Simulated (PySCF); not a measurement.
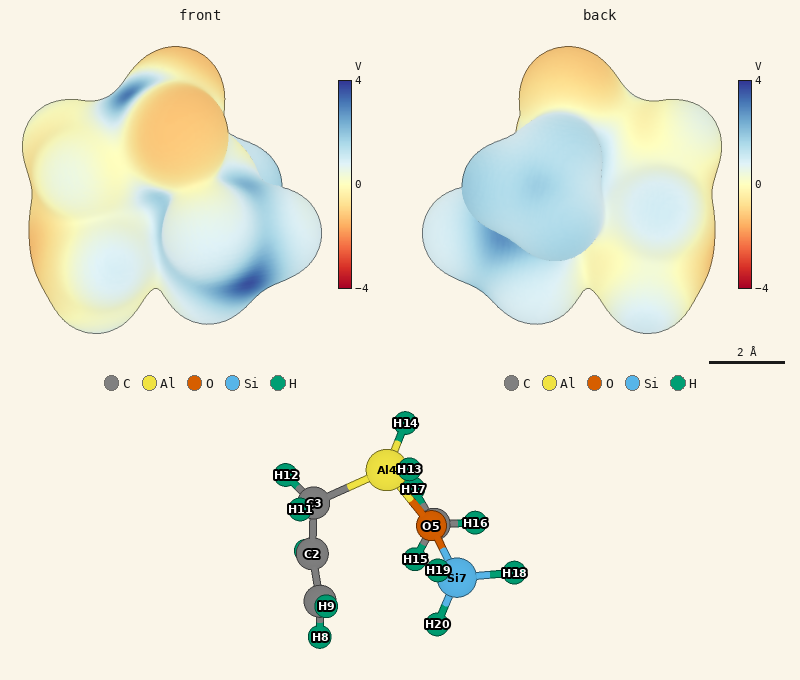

*C4H13AlOSi (SMILES C=C[CH2][AlH2-][O+](C)[SiH3]). The molecular electrostatic potential painted on the density surface at 0.004 e/bohr³, seen from the front and from behind; the colour scale runs from red (negative) to blue (positive). The bare structure is drawn below in the same view.*

Geometry: GFN2-xTB.

These are results of PBE0/pcSseg-1, SCF density, gas phase, non-relativistic (PySCF 2.14.0), not measurements.

```tsv
atom	x (Å)	y (Å)	z (Å)
C	1.7447	1.2940	-0.7080
C	1.5322	0.0455	-1.1097
C	1.6600	-1.1614	-0.2620
Al	0.0263	-1.6419	0.8637
O	-1.1110	-0.1138	0.5148
C	-1.7916	-0.2250	-0.7170
Si	-1.1567	1.3418	1.3407
H	1.6081	2.1386	-1.3638
H	2.0877	1.5132	0.2910
H	1.1981	-0.1254	-2.1289
H	2.4412	-0.9926	0.4975
H	2.0010	-2.0070	-0.8738
H	0.1543	-1.4671	2.4135
H	-0.9414	-2.7855	0.3994
H	-1.4361	0.5298	-1.4198
H	-2.8670	-0.1087	-0.5702
H	-1.5889	-1.2188	-1.1215
H	-2.5383	1.4561	1.8183
H	-0.1601	1.1657	2.3742
H	-0.8675	2.3733	0.3482
```

Question: Where is the surface potential most negative and most positive?

Answer: The most negative region (about −1.2 V, or −28 kcal/mol for a unit charge) lies over C1, C2, H13 and H14, the most positive (about +3.3 V, or +76 kcal/mol for a unit charge) over Si7.

Question: How polar is the molecule by this calculation?

Answer: Its dipole moment is 4.12 D.
